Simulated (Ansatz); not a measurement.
HfSn2Se6

The calculation's input:

```
crystal:
  lattice:
    - [3.3434347042, 1.9303329284, 7.1845552224]
    - [-3.3434347042, 1.9303329284, 7.1845552224]
    - [0.0, -3.860665851, 7.184555224]
  atoms:
    - { symbol: Hf, position: [0.0, 0.0, 0.0] }
    - { symbol: Sn, position: [0.6666048948, 0.6666048948, 0.6666048948] }
    - { symbol: Sn, position: [0.3333951052, 0.3333951052, 0.3333951052] }
    - { symbol: Se, position: [0.5958628295, 0.25674744, 0.9266067806] }
    - { symbol: Se, position: [0.25674744, 0.9266067806, 0.5958628295] }
    - { symbol: Se, position: [0.9266067806, 0.5958628295, 0.25674744] }
    - { symbol: Se, position: [0.4041371705, 0.74325256, 0.0733932194] }
    - { symbol: Se, position: [0.0733932194, 0.4041371705, 0.74325256] }
    - { symbol: Se, position: [0.74325256, 0.0733932194, 0.4041371705] }
basis:
  ecutwfc: 420
kpoints:
  mp_grid: { grid: [6, 6, 6] }
  band_path:
    path:
      - [[0.0, 0.0, 0.0], [-0.5, -0.5, -0.5], [-0.5, -0.21479196, -0.78520804]]
      - [[-0.21479196, 0.21479196, -0.5], [0.0, 0.0, -0.5], [0.0, 0.0, 0.0], [0.0, 0.35739598, -0.35739598]]
      - [[-0.35739598, 0.0, -0.64260402], [-0.5, 0.0, -0.5], [0.0, 0.0, 0.0]]
    npoints: 14
hamiltonian:
  xc: pbe
scf:
  occupations: { method: gaussian, width: 0.02 }
  n_extra_bands: 22
output:
  forces: true
  stress: true
  eigenvalues: true
  populations: true
  dos: { projected: true, de: 0.02, nscf_kmesh: { grid: [9, 9, 9] } }
  bader: true
  write_density: true
  write_potential: true
  elf: true
  volumetric_format: npy
```

Run with:

```sh
ansatz run input.yaml --threads 1 --pin off --max-ram 2560MiB --backend cpu --events-out ev --progress --plain --runs-dir out
```

Below, planes, directions and counts refer to the conventional cell (a = 6.69 Å, b = 6.69 Å, c = 21.55 Å, α = 90.00°, β = 90.00°, γ = 120.00°).

Space group R-3; a structure generated by program, which may or may not match a known phase.

Theory: DFT PBE, scalar-relativistic, plane waves, PAW in Ansatz 0.2.0.

Predict the valence pseudo-density and electron localisation function between the atoms.

Hf–Se (2.72 Å): the density is about 0.41 e/Å³ at the midpoint; the ELF is about 0.55 at the midpoint.
Sn–Se (2.74 Å): ρ at the midpoint is about 0.37 e/Å³; the ELF is about 0.60 at the midpoint.
Bader's partition of the density gives Hf +2.04, Sn +1.25 and Se −0.76 e.

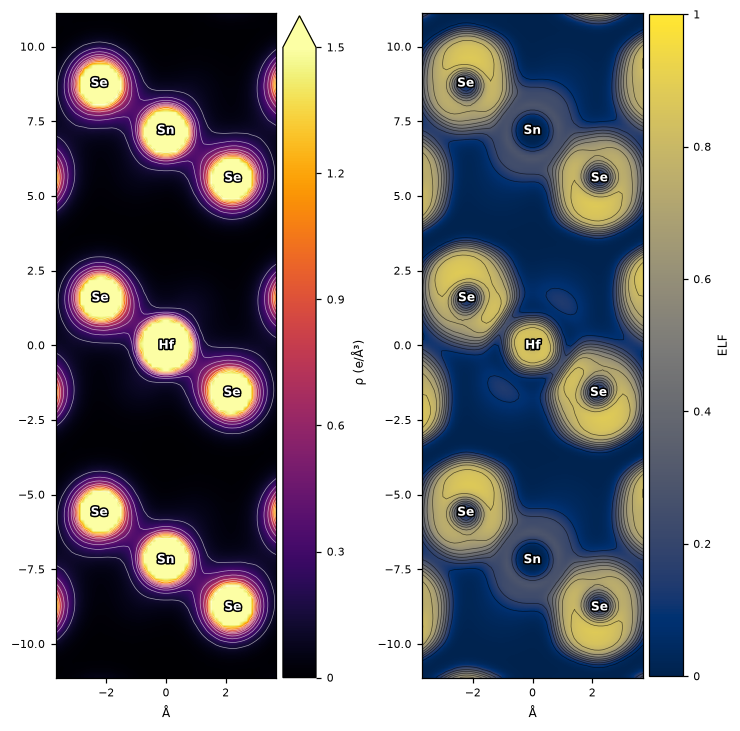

Computed valence pseudo-density and electron localisation function on the (010) plane of the conventional cell, in this order. 

Core electrons are frozen (PAW), and the valence fields are smoothed inside the atomic spheres.
